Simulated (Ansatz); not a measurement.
# InSe (R3m): G0W0 under other settings

A base run on InSe (R3m), then changed inputs.

Program: Ansatz 0.2.0. Level of theory: G0W0 on r2SCAN, plane waves, PAW. Results are calculated unless marked as measured.

The database entry behind the starting cell differs from later determinations by our own check (c about 1.5 % long), so it need not match the best structure at ambient conditions.

### 1. Set-up

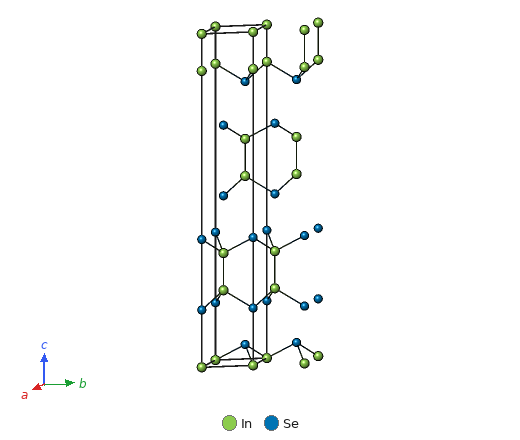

The starting structure, seen slightly off an axis (indium green, selenium blue). 1×2×1 cells are drawn. This picture shows the conventional cell, with its axes. Bonds to atoms that aren't drawn are left out. Some periodic images of atoms are drawn too.

The cell and positions come from the Crystallography Open Database and are kept as given unless a step says otherwise. The default PAW set here is soft_2. Its files were made with PBE.

### 2. The base run: 4×4×4 mesh, 349 empty bands, screening to 120 eV, plasmon pole

Now the one-shot GW correction: screening in the RPA, then the self-energy of the levels asked for.

Input file input.yaml:

```yaml
crystal:
  lattice:
    - [2.0, 1.1547005384, 8.44]
    - [-2.0, 1.1547005384, 8.44]
    - [0.0, -2.3094010768, 8.44]
  atoms:
    - { symbol: In, position: [0.0, 0.0, 0.0] }
    - { symbol: In, position: [0.1114, 0.1114, 0.1114] }
    - { symbol: Se, position: [0.6165, 0.6165, 0.6165] }
    - { symbol: Se, position: [0.8281, 0.8281, 0.8281] }
kpoints:
  mp_grid: { grid: [4, 4, 4] }
hamiltonian:
  xc: r2scan
scf:
  occupations: { method: fixed }
gw:
  n_empty_bands: 349
  ecut_chi: 120
  qp_bands: [v2, c2]
  qp_kpoints: band_edges
  screening: { model: godby_needs }
```

Run with:

```console
> ansatz run input.yaml --threads 3 --pin off --max-ram 92160MiB --backend cuda --events-out ev --progress --plain --runs-dir out --devices 1 --max-vram 13GiB  # rebuilt from the run's record
```

Numbers of over 12 decimals in the logs are rounded to 6 here.

The program printed:

```text
GPUs: using 1 of 1 available (devices: 1).
Engine: ansatz 0.2.0, x86_64-unknown-linux-gnu
Pseudopotentials: kind: paw
Pseudopotential: In, paw, valence charge 13, recommended cutoff 500 eV (meta_gga), In.paw.azcp
Pseudopotential: Se, paw, valence charge 16, recommended cutoff 500 eV (meta_gga), Se.paw.azcp
Functional definition: r2SCAN
  parameter k0 = 0.174
  parameter k1 = 0.065
  parameter a1 = 4.9479
  exchange = r2scan_x(k0 = k0, k1 = k1, a1 = a1)
  correlation = r2scan_c
device memory: the entry about to start is reckoned to put 3.8 GiB on a device that reports 47.6 GiB free (of which the cap on the GPU budget leaves the run 13.0 GiB)
GPU FFT provider: cuFFT
GPU libraries: cuBLAS 13.8.2, cuFFT 12.4.0, cuSOLVER 12.3.4
Crystal: 4 atoms, lattice volume = 116.948 Å³
Basis set: ecut = 500 eV, 2965 PW (Γ), exchange–correlation on 256×256×256 points (64 copies of the dense FFT grid, shifted against one another)
Bands: 35, of which v1, the nominal top of the filled ones, is band 29 counted from 1 (28 counted from 0)
Symmetry: 6 space group operations
Space group: R3m (ITA 160), of the structure as read, at distance tolerance 4.9e-5 Å
k-points: 13 of 64 (time reversal used)
Non-local potential: In, projectors of the file, l = 0: 2, l = 1: 2, l = 2: 2, l = 3: 2
Non-local potential: Se, projectors of the file, l = 0: 2, l = 1: 2, l = 2: 3, l = 3: 1
PAW form: soft (Blöchl's): semilocal exchange-correlation on the pseudo side does not see the compensation charge
PAW frozen core: In, regenerated for the run's functional (the file was generated under x = pbe(κ = 0.804, μ = 0.219515), c = pbe(β = 0.066725))
PAW frozen core: Se, regenerated for the run's functional (the file was generated under x = pbe(κ = 0.804, μ = 0.219515), c = pbe(β = 0.066725))
PAW one-centre angular grid: In, 590 points (default); XC on 289 of its mesh's 2783 points in the sphere
PAW one-centre angular grid: Se, 590 points (default); XC on 160 Gauss nodes
Initial density: superposition of atomic densities (neutral atoms: chi_scale 0, normalization atom), corrected by the library's trained network
Initial wavefunctions: pseudopotential atomic-orbital guess
GPU buffer pool allocated for 262144 grid points (all kernels)
GPU transforms: local potential and band sums: pruned to the plane-wave sphere, on 64×64×64
Functional: x = r2scan, c = r2scan; τ floored in thin density (d = 2e-4 eV/Å³)
SCF iter   1: F=—  HF=-22182.513806 eV  |F-HF|=—  |Δ(HF+E_count)|=         —  Δρ=6.19e-3  dr2=3.79e-2  dr2_τ=1.63e-2  ethr=1.77e-3  ⟨swp⟩=5.0  Hψ=1636  notcnv=0  defer=52
preconditioner: auto → Resta (q_TF=auto, 2.427 Å⁻¹)  ε∞=3.0  [insulator: Δε(μ)=0.846 eV  Ē_g=14.825 eV  n_scr=30 (ndim 8)  ℏωp=21.2 eV  f_vac=0.087  ε∞_Penn≈3.0]
[...]
E_nonlocal   = -454.896020
  E_hartree    = 3656.947070
  E_xc         = -598.131109
  E_vxc        = -424.333526  (∫ρ·V_xc dr)
  E_paw        = -12219.731579  (= ΣΔE_a)
  E_vpaw       = -213.030871  (= ΣTr[D̂ρ^β])
  E_aug_tail   = -0.000403  (compensation charges beyond the density's cutoff)
  E_vtau       = 25.147901  (kinetic-family band-sum trace: ∫τ·v_τ [+ j·A + Jᵃ·Aᵃ] dr)
  E_ewald      = -5364.203816
  E_core_change = -1.598449  (= ΣΔE_core)
  E_smearing   = -0.000000  (= −TS)
  E_closure    = 0.000000  (closes the sum)
  Σ components = -22182.526813   (vs F -22182.526813, Δ=0.00e0)
--- Band table (eV; the first three rows and the last of 13) ---
  k-point 0: bands = [... 25 lower, 5.6972, 5.6972, 5.7897, 5.7897, 9.1163, 9.6448, 11.8005, 11.8005, ... 2 higher]
  k-point 1: bands = [... 25 lower, 4.9589, 5.0949, 5.2313, 6.0258, 9.4079, 9.6048, 11.5174, 11.7386, ... 2 higher]
  k-point 2: bands = [... 25 lower, 4.6266, 4.6374, 4.7376, 5.3410, 8.5521, 9.3540, 11.0638, 11.4251, ... 2 higher]
  k-point 12: bands = [... 25 lower, 5.6266, 5.8666, 5.8666, 7.0613, 7.9252, 9.6901, 11.7184, 11.7184, ... 2 higher]
--- G₀W₀: ω_p = 26.1502 eV, 64 q-points, 349 empty bands' worth ---
  eigenvalues of the whole cell's RPA ε∞ on this k-mesh (on a slab, of 1 + 4πα/V) = 7.9562, 7.9562, 10.4949; static W/v taken at q = 0 is 0.131159
  GN-PPA: 3102658/7798789 pairs with Re ω̃² < 0 across q-mesh
  gw.qp_kpoints: band_edges: 9 of 13 stored k-points solved, in 1 pass; an edge of the gap read off the rows below is read off those points alone
    valence top: of the k-points left out ik 8 came nearest to being solved in a further pass, in band 29 (counted from 1, as in the quasiparticle table): it holds the edge there only if its correction is more favourable than any solved in that band by at least 0.738 eV; those differ by 0.180 eV
    conduction bottom: of the k-points left out ik 7 came nearest to being solved in a further pass, in band 30 (counted from 1, as in the quasiparticle table): it holds the edge there only if its correction is more favourable than any solved in that band by at least 0.606 eV; those differ by 0.245 eV
    ik  band        ε_KS         Σx   Σc(E_QP)       V_xc       Z   E_QP_lin       E_QP  E_QP is
     1    28      5.2313   -17.6798     1.8733   -15.3716  0.7917     4.7951     4.7964  root
     1    29      6.0258   -15.7995     1.2939   -14.0203  0.7985     5.5392     5.5405  root
     1    30      9.4079    -7.7182    -3.7146   -11.5787  0.8170     9.5539     9.5537  root
     1    31      9.6048    -9.7495    -3.7463   -13.8096  0.8088     9.9192     9.9186  root
     2    28      4.7376   -17.2834     1.9859   -14.8170  0.7899     4.2555     4.2571  root
     2    29      5.3410   -15.5083     1.4052   -13.5842  0.7976     4.8205     4.8221  root
     2    30      8.5521    -7.7342    -3.3819   -11.1958  0.8188     8.6317     8.6317  root
     2    31      9.3540    -9.6547    -3.7334   -13.6887  0.8103     9.6551     9.6546  root
[...]
12    28      5.8666   -18.3293     1.7729   -16.1895  0.7925     5.4989     5.4997  root
    12    29      7.0613   -16.3134     0.8753   -15.0772  0.7996     6.7000     6.7005  root
    12    30      7.9252   -10.1624    -3.2541   -13.6002  0.8156     8.1090     8.1088  root
    12    31      9.6901    -8.0609    -3.9939   -12.2070  0.8171     9.8424     9.8422  root
[key lines of the parts left out:]
SCF converged after 7 iterations
Free energy (F): -22182.526813 eV
Fermi energy:    7.061300 eV
```

Wall time 73 s (1 × NVIDIA H100 80GB HBM3 (shared by 6 runs) with 3 threads of AMD EPYC 7R13 (Zen 3), shared host); peak memory 3.1 GiB.

Reading the cycles: dr2 is the Hartree energy of the density residual (eV), the measure of convergence; HF is the Harris–Foulkes estimate of the energy, which meets the free energy F at convergence.

Numbers from this step:

| Property | Result |
| --- | --- |
| bands summed | 378 |
| plasmon-pole fit frequency | 26.15 eV |
| RPA ε∞ on this mesh (eigenvalues) | 7.956, 7.956, 10.49 |
| plane waves in the screening matrix | 363 |
| q-points in the mesh | 64 |
| G0W0 gap on the mesh | 1.408 eV |
| k of the valence top | -0.5, -0.5, -0.5 |
| k of the conduction bottom | -0.5, -0.5, -0.5 |
| starting gap on the mesh | 0.8639 eV |
| Z at the valence top | 0.7996 |
| Z at the conduction bottom | 0.8156 |
| least direct G0W0 gap on the computed points | 1.408 eV |

The gap on the mesh goes from 0.86 eV to 1.41 eV, a correction of +0.54 eV. Between the two edge states, bare exchange in place of the xc potential would open the gap by 4.67 eV, and correlation takes back 4.13 eV.

### 3. Variant: plasmon pole at a typed frequency

input.yaml: that of step 2 with these lines changed.

```diff
@@ -17,4 +17,4 @@
 gw:
-  n_empty_bands: 349
-  ecut_chi: 120
+  n_empty_bands: 265
+  ecut_chi: 100
   qp_bands: [v2, c2]
@@ -22 +22,2 @@
   screening: { model: godby_needs }
+  plasmon_pole_fit_frequency: 10
```

The program printed:

```text
GPUs: using 1 of 1 available (devices: 1).
[...]
GPU FFT provider: cuFFT
GPU libraries: cuBLAS 13.8.2, cuFFT 12.4.0, cuSOLVER 12.3.4
Crystal: 4 atoms, lattice volume = 116.948 Å³
Basis set: ecut = 500 eV, 2965 PW (Γ), exchange–correlation on 256×256×256 points (64 copies of the dense FFT grid, shifted against one another)
Bands: 35, of which v1, the nominal top of the filled ones, is band 29 counted from 1 (28 counted from 0)
[... 1 set-up line as in the run before ...]
[...]
k-points: 13 of 64 (time reversal used)
[...]
GPU buffer pool allocated for 262144 grid points (all kernels)
[...]
SCF iter   1: F=—  HF=-22182.513806 eV  |F-HF|=—  |Δ(HF+E_count)|=         —  Δρ=6.19e-3  dr2=3.79e-2  dr2_τ=1.63e-2  ethr=1.77e-3  ⟨swp⟩=5.0  Hψ=1636  notcnv=0  defer=52
[...]
SCF iter   7: F=-22182.526813 eV  HF=-22182.526813 eV  |F-HF|=1.94e-8  |Δ(HF+E_count)|=   2.42e-7  Δρ=4.89e-6  dr2=3.93e-8  dr2_τ=2.17e-9  ethr=1.72e-10  ⟨swp⟩=9.5  Hψ=1740  notcnv=0
SCF 1 converged in 7 iterations: F = -22182.526813 eV  dr2 = 3.93e-8
[...]
NSCF: frozen V_eff on 13 k-points
[...]
G₀W₀ screening: q 1/13
[... further progress lines ...]
[...]
SCF converged after 7 iterations
Free energy (F): -22182.526813 eV
[...]
Internal energy: -22182.526813 eV  (E = F + TS)
E sigma→0 (E₀):  -22182.526813 eV
Fermi energy:    7.061300 eV
[...]
--- Band table (eV; the first three rows and the last of 13) ---
  k-point 0: bands = [... 25 lower, 5.6972, 5.6972, 5.7897, 5.7897, 9.1163, 9.6448, 11.8005, 11.8005, ... 2 higher]
  k-point 1: bands = [... 25 lower, 4.9589, 5.0949, 5.2313, 6.0258, 9.4079, 9.6048, 11.5174, 11.7386, ... 2 higher]
  k-point 2: bands = [... 25 lower, 4.6266, 4.6374, 4.7376, 5.3410, 8.5521, 9.3540, 11.0638, 11.4251, ... 2 higher]
  k-point 12: bands = [... 25 lower, 5.6266, 5.8666, 5.8666, 7.0613, 7.9252, 9.6901, 11.7184, 11.7184, ... 2 higher]
--- G₀W₀: ω_p = 10.0000 eV, 64 q-points, 265 empty bands' worth ---
[...]
GN-PPA: 1700872/4490401 pairs with Re ω̃² < 0 across q-mesh
[...]
1    28      5.2313   -17.6798     2.0979   -15.3716  0.7649     5.0206     5.0210  root
     1    29      6.0258   -15.7995     1.5190   -14.0203  0.7716     5.7651     5.7656  root
     1    30      9.4079    -7.7182    -3.5455   -11.5787  0.7931     9.7237     9.7229  root
     1    31      9.6048    -9.7495    -3.5671   -13.8096  0.7846    10.0997    10.0978  root
     2    28      4.7376   -17.2834     2.2146   -14.8170  0.7622     4.4852     4.4858  root
     2    29      5.3410   -15.5083     1.6374   -13.5842  0.7697     5.0536     5.0543  root
     2    30      8.5521    -7.7342    -3.2156   -11.1958  0.7957     8.7985     8.7981  root
     2    31      9.3540    -9.6547    -3.5519   -13.6887  0.7862     9.8380     9.8361  root
[...]
12    28      5.8666   -18.3293     1.9934   -16.1895  0.7671     5.7201     5.7203  root
    12    29      7.0613   -16.3134     1.0943   -15.0772  0.7747     6.9193     6.9195  root
    12    30      7.9252   -10.1624    -3.0605   -13.6002  0.7938     8.3033     8.3025  root
    12    31      9.6901    -8.0609    -3.8265   -12.2070  0.7946    10.0105    10.0097  root
```

Wall time 59 s (1 × NVIDIA H100 80GB HBM3 (shared by 6 runs) with 3 threads); peak memory 2.6 GiB; 2.2 min of CPU time.

The G0W0 gap on the mesh is 1.383 eV.

Against the base:

| setting | base | variant |
| --- | --- | --- |
| empty bands | 349 | 265 |
| screening cutoff (eV) | 120 | 100 |
| plasmon pole fit frequency | - | 10 |

| quantity | variant | base |
| --- | --- | --- |
| starting gap on the mesh | 0.864 | 0.864 |
| G0W0 gap on the mesh | 1.383 | 1.408 |
| least direct G0W0 gap on the computed points | 1.383 | 1.408 |
| Z at the valence top | 0.775 | 0.800 |
| Z at the conduction bottom | 0.794 | 0.816 |

### 4. Results

```yaml
base: 1.41 eV, 73 s
plasmon_pole_at_a_typed_frequency: 1.38 eV, 59 s
```

In words: Plasmon pole at a typed frequency: the gap moves by −0.03 eV. The variant differs from the base in empty bands, screening cutoff and plasmon pole fit frequency together, so the change can't be laid to one of them. All runs here use a coarse mesh and modest cutoffs; they test settings and are not final values. The many-body steps are scalar-relativistic: spin-orbit coupling is not in them.

[Paths, hosts, dates, memory and timing lines, banners, echoed tables and standing remarks are left out of the program output.]

[Logs are printed without paths, hosts, clocks, repeated set-up lines and the standing remarks that a program may print on its own settings, such as how far it seeks lower states.]

[Runs of the session that timed out or met a known fault of the program may be left out.]

[Cells called generated may have been cut or substituted from an entry of the Crystallography Open Database or the Materials Project.]

[Hosts, paths, dates, database ids (printed as entryN), source tags and the programs' standing remarks are cut or masked in the printed files.]
